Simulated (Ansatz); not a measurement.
# Ta2Ni: one cell, many SCF starts, part 1 of 2

How much does the result for Ta2Ni depend on the starting moments? The same cell is run from several starts. The cell (6 atoms) is Ta₂Ni in the deposited crystal structure (space group I4/mcm). Source: COD entry 1522296; the sample's temperature and pressure aren't taken into account.

Program: Ansatz 0.2.0. Level of theory: DFT PBEsol+U, PAW, plane waves, scalar-relativistic; U − J = 5 eV on Ni d. These are calculated values, not measurements.

### 1 Starting point

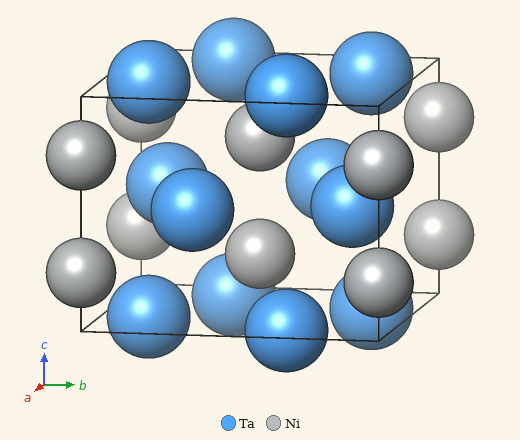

The starting structure, seen slightly off an axis (tantalum blue, nickel light grey). Atoms on the faces are drawn again on the opposite ones. The cell drawn here is the conventional one.

As a file:

```
Ta Ni
1.0
    -3.10800    3.10800    2.43600
     3.10800   -3.10800    2.43600
     3.10800    3.10800   -2.43600
Ta Ni
4 2
Direct
  0.15800 0.65800 0.81600
  0.65800 0.84200 0.50000
  0.84200 0.34200 0.18400
  0.34200 0.15800 0.50000
  0.75000 0.75000 0.00000
  0.25000 0.25000 0.00000
```

Atoms are counted from 1 in the order of input.yaml (Ni6 and so on).

Planned first: parallel moments, plain SCF; opposed moments +-, plain SCF; no spin polarisation; spin on, no moments given (the program may seed its own), plain SCF. Further starts follow from what these give.

“Plain SCF” means no search for lower states. 

Site moments are integrals over atomic spheres and don't add up to the total.

### 2 Parallel moments, plain SCF

input.yaml

```yaml
crystal:
  lattice:
    - [-3.108, 3.108, 2.436]
    - [3.108, -3.108, 2.436]
    - [3.108, 3.108, -2.436]
  atoms:
    - { symbol: Ta, position: [0.158, 0.658, 0.816] }
    - { symbol: Ta, position: [0.658, 0.842, 0.5] }
    - { symbol: Ta, position: [0.842, 0.342, 0.184] }
    - { symbol: Ta, position: [0.342, 0.158, 0.5] }
    - { symbol: Ni, position: [0.75, 0.75, 0.0], spin: 2.0 }
    - { symbol: Ni, position: [0.25, 0.25, 0.0], spin: 2.0 }
magnetization:
  spin_polarized: true
hamiltonian:
  xc: pbesol
  pseudopotentials: { kind: paw }
  hubbard: { sites: [{ species: Ni, l: d, u_eff: 5.0 }] }
basis:
  ecutwfc: 420
kpoints:
  mp_grid: { grid: [6, 6, 6] }
scf:
  occupations: { method: fermi_dirac, width: 0.1 }
  lower_state_search: "off"
output:
  forces: true
  stress: true
```

The program printed:

```text
Ta: projections on atomic orbitals take those of the free atom [Kr 4d10 4f14] 5s2 5p6 5d3 6s2, of charge +0.00 (hamiltonian.pseudopotentials.projection_atoms); the dataset's partial waves leave at most 6.0e-5 of an orbital's norm unspanned inside its sphere
Ni: projections on atomic orbitals take those of the free atom [Ne] 3s2 3p6 3d8 4s2, of charge +0.00 (hamiltonian.pseudopotentials.projection_atoms); the dataset's partial waves leave at most 1.6e-6 of an orbital's norm unspanned inside its sphere
Engine: ansatz 0.2.0, x86_64-unknown-linux-gnu
Pseudopotentials: kind: paw
Pseudopotential: Ta, paw, valence charge 13, recommended cutoff 420 eV (normal), Ta.paw.azcp
Pseudopotential: Ni, paw, valence charge 18, recommended cutoff 420 eV (normal), Ni.paw.azcp
Functional definition: PBEsol
  exchange = pbesol_x
  correlation = pbesol_c
Crystal: 6 atoms, lattice volume = 94.124 Å³
Basis set: ecut = 420 eV, 1841 PW (Γ), exchange–correlation on 72×72×72 points (8 copies of the dense FFT grid, shifted against one another)
Bands: 56, of which v1, the nominal top of the filled ones, is band 44 counted from 1 (43 counted from 0)
Symmetry: 16 space group operations
Space group: I4/mcm (ITA 140), of the structure as read, at distance tolerance 4.5e-5 Å
Magnetic group: BNS 140.541 (UNI 1201), of the structure as read, at distance tolerance 4.5e-5 Å
k-points: 30 of 216
Non-local potential: Ta, projectors of the file, l = 0: 3, l = 1: 2, l = 2: 2, l = 3: 1
Non-local potential: Ni, projectors of the file, l = 0: 3, l = 1: 2, l = 2: 3, l = 3: 1
PAW form: soft (Blöchl's): semilocal exchange-correlation on the pseudo side does not see the compensation charge
PAW frozen core: Ta, regenerated for the run's functional, and the local potential with it (the file was generated under x = pbe(κ = 0.804, μ = 0.2195149727645171), c = pbe(β = 0.06672455060314922))
PAW frozen core: Ni, regenerated for the run's functional, and the local potential with it (the file was generated under x = pbe(κ = 0.804, μ = 0.2195149727645171), c = pbe(β = 0.06672455060314922))
PAW one-centre angular grid: Ta, 590 points (default); XC on 64 Gauss nodes
PAW one-centre angular grid: Ni, 590 points (default); XC on 64 Gauss nodes
Initial density: superposition of atomic densities (chi_scale 0.1, normalization cell)
Starting moments: Σ|m| = 4 μB on 2 of 6 sites
Initial wavefunctions: pseudopotential atomic-orbital guess
Functional: x = pbesol(κ = 0.804, μ = 0.12345679012345678), c = pbesol(β = 0.046)
SCF iter   1: F=—  HF=-50832.862777 eV  |F-HF|=—  |Δ(HF+E_count)|=         —  Δρ=1.51e-1 (↑5.11e-2 ↓1.51e-1)  dr2=1.95e1  dr2_m=7.85e0  M=1.048 μB ∫|m|=1.246 μB  β_m=0.30  ethr=3.10e-3  ⟨swp⟩=5.6  Hψ=10884  notcnv=0  defer=15
preconditioner: auto → Kerker (q_TF=auto, 2.698 Å⁻¹)  [metal: Δε(μ)=0.003 eV  Ē_g=6.791 eV  σ=0.100 eV  W_gap=0.01  n_scr=34 (ndim 8)  ℏωp=24.2 eV  f_vac=0.000  D(μ)=5.64/eV (n_scr^D=62)]
spin=Collinear: Kerker preconditioning applied to the charge; magnetization (m = ρ↑ − ρ↓) channel mixes plain (no charge-response kernel on spin).
SCF iter   2: F=—  HF=-50831.833138 eV  |F-HF|=—  |Δ(HF+E_count)|=    1.03e0  Δρ=9.52e-2 (↑9.52e-2 ↓6.44e-2)  dr2=2.99e0  dr2_m=4.96e0  M=1.325 μB ∫|m|=1.908 μB  β_m=0.30  ethr=3.10e-3  ⟨swp⟩=3.0  Hψ=7108  notcnv=0  defer=91
SCF iter   3: F=—  HF=-50831.523096 eV  |F-HF|=—  |Δ(HF+E_count)|=   3.10e-1  Δρ=1.03e-1 (↑7.61e-2 ↓1.03e-1)  dr2=3.48e0  dr2_m=6.67e0  M=1.116 μB ∫|m|=1.586 μB  β_m=0.30  ethr=3.10e-3  ⟨swp⟩=2.0  Hψ=5387  notcnv=0  defer=90
SCF iter   4: F=—  HF=-50831.164715 eV  |F-HF|=—  |Δ(HF+E_count)|=   3.58e-1  Δρ=9.46e-2 (↑9.46e-2 ↓4.77e-2)  dr2=1.90e0  dr2_m=4.33e0  M=1.393 μB ∫|m|=2.218 μB  β_m=0.30  ethr=3.10e-3  ⟨swp⟩=3.1  Hψ=5740  notcnv=0  defer=86
SCF iter   5: F=—  HF=-50831.384003 eV  |F-HF|=—  |Δ(HF+E_count)|=   2.19e-1  Δρ=7.16e-2 (↑6.23e-2 ↓7.16e-2)  dr2=1.17e-1  dr2_m=3.86e0  M=1.025 μB ∫|m|=1.700 μB  β_m=0.30  ethr=2.16e-3  ⟨swp⟩=2.1  Hψ=4614  notcnv=0  defer=74
Mixer restart at iter 5: flushing history
spin-set hold released at iteration 5 (the charge has settled, or the pull on large starting moments outlasts its swing): the magnetisation degrees of freedom join the quasi-Newton model from the next iteration; the mixer history was flushed
SCF iter   6: F=—  HF=-50831.655017 eV  |F-HF|=—  |Δ(HF+E_count)|=   2.71e-1  Δρ=5.38e-2 (↑5.38e-2 ↓5.06e-2)  dr2=1.98e-2  dr2_m=2.35e0  M=0.886 μB ∫|m|=1.574 μB  β_m=0.65  ethr=1.33e-4  ⟨swp⟩=2.0  Hψ=4800  notcnv=0  defer=72
SCF iter   7: F=—  HF=-50832.800654 eV  |F-HF|=—  |Δ(HF+E_count)|=    1.15e0  Δρ=6.64e-2 (↑2.71e-2 ↓6.64e-2)  dr2=5.98e0  dr2_m=3.39e-1  M=0.242 μB ∫|m|=0.671 μB  β_m=0.45  ethr=2.25e-5  ⟨swp⟩=3.5  Hψ=8326  notcnv=0  defer=74
SCF iter   8: F=—  HF=-50832.194029 eV  |F-HF|=—  |Δ(HF+E_count)|=   6.07e-1  Δρ=6.53e-3 (↑6.53e-3 ↓4.75e-3)  dr2=4.04e-3  dr2_m=2.68e-2  M=0.195 μB ∫|m|=0.711 μB  β_m=0.72  ethr=2.25e-5  ⟨swp⟩=4.0  Hψ=8862  notcnv=0  defer=73
SCF iter   9: F=—  HF=-50832.221041 eV  |F-HF|=—  |Δ(HF+E_count)|=   2.70e-2  Δρ=4.44e-3 (↑1.74e-3 ↓4.44e-3)  dr2=8.07e-3  dr2_m=7.91e-3  M=0.115 μB ∫|m|=0.482 μB  β_m=0.86  ethr=4.59e-6  ⟨swp⟩=2.3  Hψ=5723  notcnv=0  defer=73
SCF iter  10: F=—  HF=-50832.238012 eV  |F-HF|=—  |Δ(HF+E_count)|=   1.70e-2  Δρ=3.21e-3 (↑3.21e-3 ↓1.19e-3)  dr2=1.21e-2  dr2_m=1.89e-3  M=0.059 μB ∫|m|=0.237 μB  β_m=0.93  ethr=4.59e-6  ⟨swp⟩=2.3  Hψ=5421  notcnv=0  defer=73
SCF iter  11: F=—  HF=-50832.242921 eV  |F-HF|=—  |Δ(HF+E_count)|=   4.91e-3  Δρ=8.38e-4 (↑8.38e-4 ↓6.40e-4)  dr2=1.36e-3  dr2_m=1.24e-4  M=0.006 μB ∫|m|=0.023 μB  β_m=0.97  ethr=4.59e-6  ⟨swp⟩=2.0  Hψ=5288  notcnv=0  defer=71
SCF iter  12: F=—  HF=-50832.243699 eV  |F-HF|=—  |Δ(HF+E_count)|=   7.78e-4  Δρ=1.84e-3 (↑1.84e-3 ↓1.46e-3)  dr2=7.89e-3  dr2_m=4.91e-5  M=0.002 μB ∫|m|=0.007 μB  β_m=0.98  ethr=1.54e-6  ⟨swp⟩=2.0  Hψ=5655  notcnv=0  defer=69  recentre
SCF iter  13: F=—  HF=-50832.243039 eV  |F-HF|=—  |Δ(HF+E_count)|=   6.61e-4  Δρ=2.73e-4 (↑2.73e-4 ↓1.25e-4)  dr2=1.07e-4  dr2_m=8.62e-6  M=0.006 μB ∫|m|=0.014 μB  β_m=0.99  ethr=1.54e-6  ⟨swp⟩=2.0  Hψ=5064  notcnv=0  defer=69
SCF iter  14: F=—  HF=-50832.243057 eV  |F-HF|=—  |Δ(HF+E_count)|=   1.89e-5  Δρ=8.82e-5 (↑8.82e-5 ↓3.43e-5)  dr2=1.01e-5  dr2_m=1.14e-6  M=0.002 μB ∫|m|=0.004 μB  β_m=1.00  ethr=1.22e-7  ⟨swp⟩=1.9  Hψ=3779  notcnv=0  defer=69
SCF iter  15: F=—  HF=-50832.243058 eV  |F-HF|=—  |Δ(HF+E_count)|=   1.10e-6  Δρ=1.50e-5 (↑1.50e-5 ↓7.90e-6)  dr2=3.20e-7  dr2_m=4.39e-8  M=0.001 μB ∫|m|=0.001 μB  β_m=1.00  ethr=1.15e-8  ⟨swp⟩=2.0  Hψ=4066  notcnv=0  defer=69
iter 16 did not close the SCF: its close was put off for a magnetic moment that had not settled (scf_convergence_deferred on its scf_iter line)
SCF iter  16: F=-50832.243059 eV  HF=-50832.243059 eV  |F-HF|=1.47e-8  |Δ(HF+E_count)|=   6.14e-8  Δρ=2.79e-6 (↑2.37e-6 ↓2.79e-6)  dr2=1.65e-8  dr2_m=9.70e-10  M=0.000 μB ∫|m|=0.000 μB  β_m=0.99  ethr=1.14e-10  ⟨swp⟩=4.1  Hψ=10926  notcnv=0
SCF iter  17: F=-50832.243059 eV  HF=-50832.243059 eV  |F-HF|=7.28e-11  |Δ(HF+E_count)|=  9.17e-10  Δρ=2.99e-7 (↑2.99e-7 ↓2.81e-7)  dr2=4.45e-11  dr2_m=4.91e-11  M=0.000 μB ∫|m|=0.000 μB  ethr=1.87e-11  ⟨swp⟩=2.0  Hψ=9467  notcnv=0
WARN: the starting moments were not kept: the SCF closed with an absolute magnetisation of 2.7e-5 μB, where they sum to 4 μB in size (2 sites). That is at most 0.1 of that sum. Measured as dr2_m measures the in/out step, that magnetisation stands 9.3e-11 eV from none, at or under the dr2_threshold of 1.0e-7 eV: it is no larger than a step whose dr2_m would equal this threshold. The system may hold no moment; this SCF shows only that its start led to no more than that. To try another start: raise the starting moments (crystal.atoms[].spin, magnetization.per_species, magnetization.initial_magnetization, or on a non-collinear deck that types none of these the spinor_matrix: blocks that start its atoms; where the total moment is fixed, keep their sum and leave initial_magnetization as it is; typed ones take the place of any that the run laid by itself, positive ones on a crystal's lanthanoids without a Hubbard term where scf.initial_density.shell_occupations: [] is typed) or, if the notice of its spin-set hold's release reads "site moments contracting" or "site moments show no strong build", lengthen the hold (scf.mixing.spin_hold: { on: { confirm: 4 } }; for m-r²SCAN on two components see the key's manual first). Each may lead to a state that holds a moment. A second SCF, from the converged charge density, with the starting moments and any scf.initial_density.shell_occupations laid on it anew, would have followed, and was not run: the deck does not ask for one (magnetization.retry_lost_moments is false, the default). To let it run, set magnetization.retry_lost_moments: true and run the deck again, where that key's refused combinations let it; where memory then withholds it, that run's warning says so.
the last iteration of the SCF fills more bands at one k-point than at another: 42 at σ=↑ k=15 and 45 at σ=↑ k=4; 42 at σ=↓ k=15 and 45 at σ=↓ k=4 (a band counts as filled where it holds over half of its capacity, the bands of one level by their mean; [...]
SCF 1 converged in 17 iterations: F = -50832.243059 eV  dr2 = 4.45e-11
SCF converged after 17 iterations
Magnetization: 0.0000 μB (44.0000 up, 44.0000 down)
Absolute magnetization: 0.0000 μB (∫|ρ↑−ρ↓|, with the PAW one-centre terms)
Spin contamination: 0.0000 ħ² per cell (⟨S²⟩ above its minimum at these occupations)
Per-site moments (μB) at R_I (Å): [(2.7450985887022735e-6, 1.0888305468761794), (2.745098588398132e-6, 1.0888305468761794), (2.7450985884822647e-6, 1.0888305468761792), (2.745098588429261e-6, 1.0888305468761794), (3.415752981292393e-6, 1.00485), (3.4157529808628814e-6, 1.00485)]
Free energy (F): -50832.243059 eV
Harris-Foulkes:  -50832.243059 eV  (|F-HF|=7.28e-11)
Internal energy: -50832.050331 eV  (E = F + TS)
E sigma→0 (E₀):  -50832.146695 eV
Entropy (-TS):   -0.192727 eV (-32.121 meV/atom)
Fermi energy:    18.504607 eV
--- Per-component energies (eV) ---
  E_band       = -1004.902570
  E_kinetic    = 2030.670884
  E_local      = -10883.655989  (includes V_loc(G=0)·N_el)
  E_nonlocal   = 1341.041127
  E_hartree    = 4542.699257
  E_xc         = -1037.124802
  E_vxc        = -1034.244403  (∫ρ·V_xc dr)
  E_hubbard    = 4.935474  (on-site DFT+U / exact-exchange correction)
  E_vhub       = -34.523601  (the Hubbard potential's part of the band-sum identity)
  E_paw        = -36280.552004  (= ΣΔE_a)
  E_vpaw       = -1509.591424  (= ΣTr[D̂ρ^β])
  E_aug_tail   = 0.001644  (compensation charges beyond the density's cutoff)
  E_ewald      = -10551.315087
  E_core_change = 1.249164  (= ΣΔE_core)
  E_smearing   = -0.192727  (= −TS)
  E_closure    = -0.000000  (closes the sum)
  Σ components = -50832.243059   (vs F -50832.243059, Δ=0.00e0)
--- Forces (eV/Å), atoms counted from 1 ---
  atom   1  Ta     0.03250421     0.03250421     0.00000000
  atom   2  Ta    -0.03250421     0.03250421     0.00000000
  atom   3  Ta    -0.03250421    -0.03250421     0.00000000
  atom   4  Ta     0.03250421    -0.03250421    -0.00000000
  atom   5  Ni     0.00000000     0.00000000     0.00000000
  atom   6  Ni     0.00000000     0.00000000     0.00000000
  max |Σ_I F_I| component: 1.73e-17 eV/Å
--- Stress (GPa, compression-positive) ---
       -5.796323       0.000000       0.000000
        0.000000      -5.796323       0.000000
       -0.000000      -0.000000      -7.324791
  P = ⅓ Tr σ = -6.3058 GPa (-63.058 kbar)
Occupation matrices written to <dir>
```

Wall time 42 s (2 threads of an x86-64 CPU, shared host); peak memory 0.66 GiB.

End: non-magnetic, no gap on the k-mesh.

### 3 Opposed moments +-, plain SCF

input.yaml, as its differences from that of step 2:

```diff
@@ -11,3 +11,3 @@
     - { symbol: Ni, position: [0.75, 0.75, 0.0], spin: 2.0 }
-    - { symbol: Ni, position: [0.25, 0.25, 0.0], spin: 2.0 }
+    - { symbol: Ni, position: [0.25, 0.25, 0.0], spin: -2.0 }
 magnetization:
```

The program printed:

```text
[... 12 lines as in an earlier run ...]
Symmetry: 8 space group operations
Space group: I422 (ITA 97), of the structure as read, at distance tolerance 4.5e-5 Å
Magnetic group: BNS 140.549 (UNI 1209), of the structure as read, at distance tolerance 4.5e-5 Å
k-points: 30 of 216 (time reversal used)
[... 8 lines as in an earlier run ...]
Starting moments: Σ|m| = 4 μB on 2 of 6 sites
Starting magnetic order: antiferromagnet; an inversion exchanges its spin sublattices: spin-degenerate at every k-point
[... 2 lines as in an earlier run ...]
SCF iter   1: F=—  HF=-50832.832600 eV  |F-HF|=—  |Δ(HF+E_count)|=         —  Δρ=1.15e-1 (↑1.15e-1 ↓1.15e-1)  dr2=1.99e1  dr2_m=8.13e0  M=0.000 μB ∫|m|=1.229 μB  β_m=0.30  ethr=3.10e-3  ⟨swp⟩=5.3  Hψ=10783  notcnv=0  defer=37
preconditioner: auto → Kerker (q_TF=auto, 2.698 Å⁻¹)  [metal: Δε(μ)=0.024 eV  Ē_g=6.789 eV  σ=0.100 eV  W_gap=0.06  n_scr=34 (ndim 8)  ℏωp=24.2 eV  f_vac=0.000  D(μ)=5.71/eV (n_scr^D=70)]
[... 1 line as in an earlier run ...]
SCF iter   2: F=—  HF=-50831.829893 eV  |F-HF|=—  |Δ(HF+E_count)|=    1.00e0  Δρ=8.09e-2 (↑8.09e-2 ↓8.09e-2)  dr2=3.02e0  dr2_m=4.74e0  M=0.000 μB ∫|m|=2.001 μB  β_m=0.30  ethr=3.10e-3  ⟨swp⟩=3.0  Hψ=7219  notcnv=0  defer=84
Mixer restart at iter 2: flushing history
spin-set hold released at iteration 2 (the charge has settled, or the pull on large starting moments outlasts its swing): the magnetisation degrees of freedom join the quasi-Newton model from the next iteration; the mixer history was flushed
SCF iter   3: F=—  HF=-50831.920327 eV  |F-HF|=—  |Δ(HF+E_count)|=   9.04e-2  Δρ=7.73e-2 (↑7.73e-2 ↓7.73e-2)  dr2=4.70e0  dr2_m=4.57e0  M=-0.000 μB ∫|m|=1.391 μB  β_m=0.65  ethr=3.10e-3  ⟨swp⟩=2.0  Hψ=5679  notcnv=0  defer=84
SCF iter   4: F=—  HF=-50832.232198 eV  |F-HF|=—  |Δ(HF+E_count)|=   3.12e-1  Δρ=4.48e-2 (↑4.48e-2 ↓4.48e-2)  dr2=1.95e0  dr2_m=8.25e-1  M=0.000 μB ∫|m|=1.332 μB  β_m=0.78  ethr=3.10e-3  ⟨swp⟩=3.2  Hψ=5468  notcnv=0  defer=84
SCF iter   5: F=—  HF=-50832.326453 eV  |F-HF|=—  |Δ(HF+E_count)|=   9.43e-2  Δρ=2.20e-2 (↑2.20e-2 ↓2.20e-2)  dr2=1.47e0  dr2_m=9.06e-3  M=-0.000 μB ∫|m|=0.344 μB  β_m=0.89  ethr=2.22e-3  ⟨swp⟩=2.4  Hψ=5663  notcnv=0  defer=70
SCF iter   6: F=—  HF=-50832.241602 eV  |F-HF|=—  |Δ(HF+E_count)|=   8.49e-2  Δρ=7.22e-3 (↑7.06e-3 ↓7.22e-3)  dr2=1.23e-1  dr2_m=1.34e-2  M=-0.000 μB ∫|m|=0.163 μB  β_m=0.78  ethr=1.67e-3  ⟨swp⟩=2.0  Hψ=3874  notcnv=0  defer=70
[... 6 lines left out ...]
SCF iter  13: F=—  HF=-50832.243059 eV  |F-HF|=—  |Δ(HF+E_count)|=   8.02e-8  Δρ=8.19e-6 (↑8.19e-6 ↓6.84e-6)  dr2=1.76e-7  dr2_m=5.59e-10  M=0.000 μB ∫|m|=0.000 μB  β_m=0.90  ethr=1.75e-9  ⟨swp⟩=1.8  Hψ=3592  notcnv=0  defer=70
iter 14 did not close the SCF: its close was put off for a magnetic moment that had not settled (scf_convergence_deferred on its scf_iter line)
SCF iter  14: F=-50832.243059 eV  HF=-50832.243059 eV  |F-HF|=3.37e-8  |Δ(HF+E_count)|=   1.05e-8  Δρ=3.57e-6 (↑3.57e-6 ↓3.57e-6)  dr2=3.66e-8  dr2_m=8.90e-11  M=0.000 μB ∫|m|=0.000 μB  β_m=0.95  ethr=1.14e-10  ⟨swp⟩=4.0  Hψ=9445  notcnv=0
SCF iter  15: F=-50832.243059 eV  HF=-50832.243059 eV  |F-HF|=1.43e-9  |Δ(HF+E_count)|=   2.53e-9  Δρ=9.14e-7 (↑5.89e-7 ↓9.14e-7)  dr2=1.43e-9  dr2_m=4.65e-11  M=0.000 μB ∫|m|=0.000 μB  ethr=4.16e-11  ⟨swp⟩=2.0  Hψ=9166  notcnv=0
WARN: the starting moments were not kept: the SCF closed with an absolute magnetisation of 2.1e-5 μB, where they sum to 4 μB in size (2 sites). That is at most 0.1 of that sum. Measured as dr2_m measures the in/out step, that magnetisation stands 3.6e-10 eV from none, at or under the dr2_threshold of 1.0e-7 eV: it is no larger than a step whose dr2_m would equal this threshold. The system may hold no moment; this SCF shows only that its start led to no more than that. To try another start: raise the starting moments (crystal.atoms[].spin, magnetization.per_species, magnetization.initial_magnetization, or on a non-collinear deck that types none of these the spinor_matrix: blocks that start its atoms; where the total moment is fixed, keep their sum and leave initial_magnetization as it is; typed ones take the place of any that the run laid by itself, positive ones on a crystal's lanthanoids without a Hubbard term where scf.initial_density.shell_occupations: [] is typed) or, if the notice of its spin-set hold's release reads "site moments contracting" or "site moments show no strong build", lengthen the hold (scf.mixing.spin_hold: { on: { confirm: 4 } }; for m-r²SCAN on two components see the key's manual first). Each may lead to a state that holds a moment. A second SCF, from the converged charge density, with the starting moments and any scf.initial_density.shell_occupations laid on it anew, would have followed, and was not run: the deck does not ask for one (magnetization.retry_lost_moments is false, the default). To let it run, set magnetization.retry_lost_moments: true and run the deck again, where that key's refused combinations let it; where memory then withholds it, that run's warning says so.
[... 1 line as in an earlier run ...]
SCF 1 converged in 15 iterations: F = -50832.243059 eV  dr2 = 1.43e-9
SCF converged after 15 iterations
Magnetization: 0.0000 μB (44.0000 up, 44.0000 down)
Absolute magnetization: 0.0000 μB (∫|ρ↑−ρ↓|, with the PAW one-centre terms)
Spin contamination: 0.0000 ħ² per cell (⟨S²⟩ above its minimum at these occupations)
Per-site moments (μB) at R_I (Å): [(-4.561816344332348e-7, 1.0888305468761794), (-4.5618163455447586e-7, 1.0888305468761794), (-4.561816342850665e-7, 1.0888305468761792), (-4.561816343104889e-7, 1.0888305468761794), (5.25585583274302e-6, 1.00485), (8.505783701270148e-6, 1.00485)]
Free energy (F): -50832.243059 eV
Harris-Foulkes:  -50832.243059 eV  (|F-HF|=1.43e-9)
Internal energy: -50832.050331 eV  (E = F + TS)
E sigma→0 (E₀):  -50832.146695 eV
Entropy (-TS):   -0.192728 eV (-32.121 meV/atom)
Fermi energy:    18.504605 eV
[... 31 lines left out: energy terms, forces, stress ...]
Occupation matrices written to <dir>
```

It took 49 s on 2 threads of an x86-64 CPU, shared host; peak memory 0.61 GiB.

Nothing new: the 15 iterations lead to the state found in step 2 (non-magnetic).

(Continued in part 2 of 2.)
